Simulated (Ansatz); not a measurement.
Consider Mo₂W₃.

Input

```
crystal:
  lattice:
    - [0.0, 2.2461117, 11.2261317]
    - [1.5866758, 0.0, 11.2261317]
    - [1.5866758, 2.2461117, 0.0]
  atoms:
    - { symbol: Mo, position: [0.200298, 0.200298, 0.799702] }
    - { symbol: Mo, position: [0.799702, 0.799702, 0.200298] }
    - { symbol: W, position: [0.399484, 0.399484, 0.600516] }
    - { symbol: W, position: [0.0, 0.0, 0.0] }
    - { symbol: W, position: [0.600516, 0.600516, 0.399484] }
basis:
  ecutwfc: 420
kpoints:
  mp_grid: { grid: [14, 14, 14] }
  band_path:
    path:
      - [[0.0, 0.0, 0.0], [0.5, 0.0, 0.5], [1.0, 0.5, 0.5], [0.5, 0.5, 0.0], [0.0, 0.0, 0.0], [0.0, 0.37974786, 0.37974786]]
      - [[1.0, 0.62025214, 0.62025214], [1.0, 0.5, 0.5]]
      - [[0.5, 0.0, 0.5], [0.5, 0.13024031, 0.63024031]]
      - [[0.5, 0.86975969, 0.36975969], [0.5, 0.5, 0.0]]
    npoints: 14
hamiltonian:
  xc: pbe
scf:
  occupations: { method: gaussian, width: 0.1 }
  n_extra_bands: 12
output:
  forces: true
  stress: true
  eigenvalues: true
  populations: true
  dos: { projected: true, de: 0.02, nscf_kmesh: { grid: [17, 17, 17] } }
  bader: true
  write_density: true
  write_potential: true
  elf: true
  volumetric_format: npy
```

Run with:

```sh
ansatz run input.yaml --threads 1 --pin off --max-ram 3072MiB --backend cpu --events-out ev --progress --plain --runs-dir out
```

Below, planes, directions and counts refer to the conventional cell (a = 3.17 Å, b = 4.49 Å, c = 22.45 Å, α = 90.00°, β = 90.00°, γ = 90.00°).

Space group Fmmm; a structure generated by program, which may or may not match a known phase; computed without spin polarisation.

Method: Ansatz 0.2.0, DFT PBE, scalar-relativistic, plane waves, PAW.

Question: What will maps of the valence pseudo-density and electron localisation function show?

Answer: Mo–Mo (2.75 Å): ρ at the midpoint is about 0.36 e/Å³; the ELF is about 0.30 at the midpoint.
W–W (2.75 Å): the density is about 0.41 e/Å³ at the midpoint; the ELF is about 0.40 at the midpoint.
Bader's partition of the density gives Mo +0.04 and W −0.03 e.

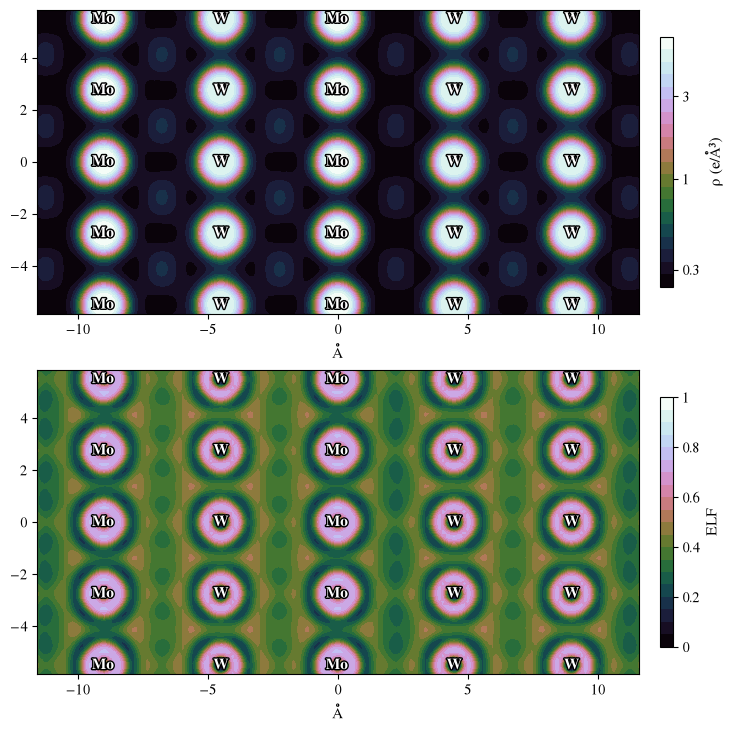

Computed valence pseudo-density and electron localisation function on the (11̄0) plane of the conventional cell, in this order. 
